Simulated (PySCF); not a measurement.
# C5H11NOSi2: what the fields show

```xyz
20

C     2.6122   -0.9724   -0.5783
C     1.8156    0.0102    0.2790
Si    0.3362    0.7776   -0.5618
O    -0.3098    2.0279    0.3541
Si   -1.8091    1.7605    1.0593
C    -2.0075   -0.0930    0.7043
C    -1.2204   -0.3722   -0.6007
C    -0.8860   -1.7670   -0.7989
N    -0.5659   -2.8729   -0.9396
H     2.9612   -0.5037   -1.5122
H     2.0114   -1.8523   -0.8528
H     3.5028   -1.3348   -0.0427
H     1.4626   -0.4730    1.2073
H     2.4511    0.8522    0.6075
H     0.6649    1.2544   -1.9356
H    -2.8538    2.5909    0.3905
H    -1.7782    2.0774    2.5144
H    -3.0524   -0.4325    0.6297
H    -1.5514   -0.6513    1.5394
H    -1.8150   -0.0414   -1.4712
```

Geometry: PBE0-D3(BJ)/def2-SVP.

Theory: CAM-B3LYP/def2-SVPD, SCF density, gas phase (PySCF).

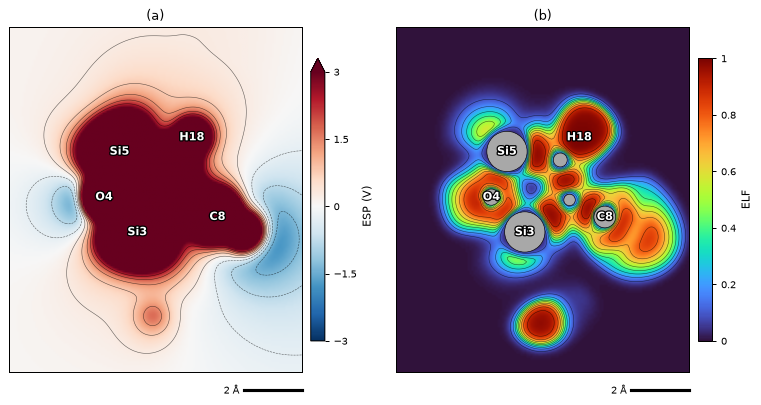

Figure 1. (a) electrostatic potential; (b) ELF on the plane of atoms Si3, O4 and Si5. Grey discs cover the atomic cores in the ELF map.

### Interpret the plot.

The plane passes through Si, O, C and H nuclei. Si–O (1.68 Å): the ELF peaks at about 0.85 between the atoms; a polar covalent bond. The ELF also peaks beside N9 and O4, away from the bonds: lone-pair regions. Outside the dense part of the molecule the potential is most negative (−1.7 V) near N9, which lies off the plane.

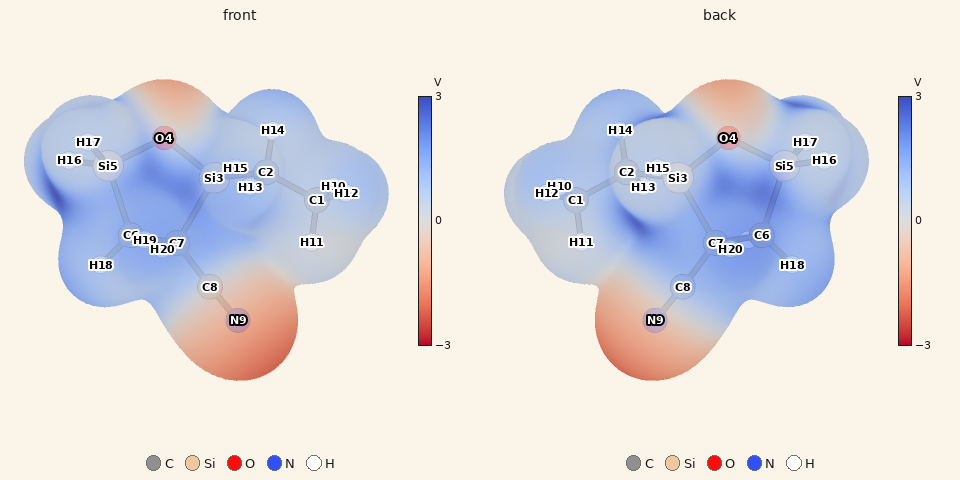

Figure 2. The electrostatic potential painted on the density surface at 0.004 e/bohr³, seen from the front and from behind; red is negative and blue positive.

### Where is the surface potential most negative and most positive?

The most negative region (about −2.1 V, or −48 kcal/mol for a unit charge) lies over N9, the most positive (about +2.7 V, or +62 kcal/mol for a unit charge) over Si3 and Si5. N9 is the likeliest acceptor of a hydrogen bond.

### How polar is the molecule by this calculation?

Its dipole moment is 2.89 D.
